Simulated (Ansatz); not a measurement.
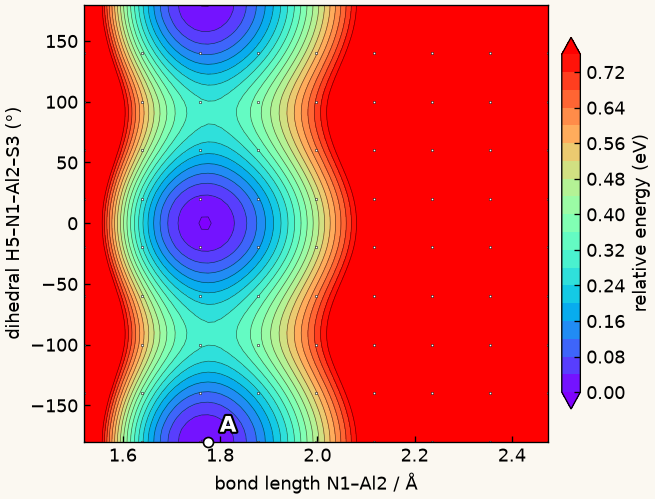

AlClH3NS, SMILES [NH2][Al]([SH])[Cl]. 
- First axis: bond length N1–Al2. Second axis: dihedral H5–N1–Al2–S3.
- Nothing is relaxed (all other coordinates rigid).
- The scan uses a 9 × 9 grid; 79 points were computed and 2 follow by symmetry.
- Points are written as (first, second).
- Energies: eV, counted from the lowest grid point.
- The calculation used RKS PBE-D4/def2-TZVP (Ansatz 0.2.0).

In the figure: filled contours, dots at the grid points, one colour for all values above the top of the scale, the point A. Between grid points the surface is interpolated.

What is the easiest way out of the well at A, and how high is the barrier?

Answer. The easiest path leads from the well at (1.759 Å, −180°) to a well of about the same depth at about (1.78 Å, 0°). Its highest point lies about 0.29 eV above the bottom of the first well on the interpolated surface, at about (1.78 Å, −90°). The start is the relaxed structure and all else is held, so a fully relaxed path at this level can only be lower.

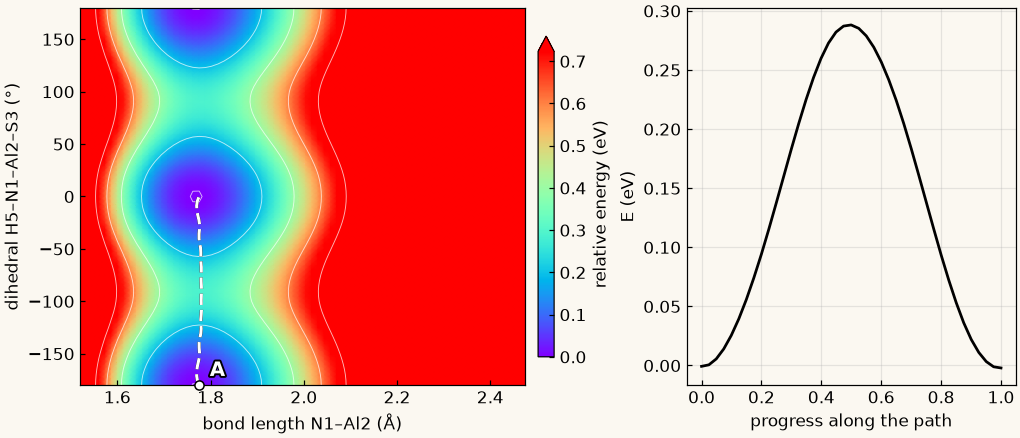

The picture shows a smooth colour map with a few white contour lines, a line along the lowest path, one colour for all values above the top of the scale, the energy along the path at the right. Between grid points the surface is interpolated.
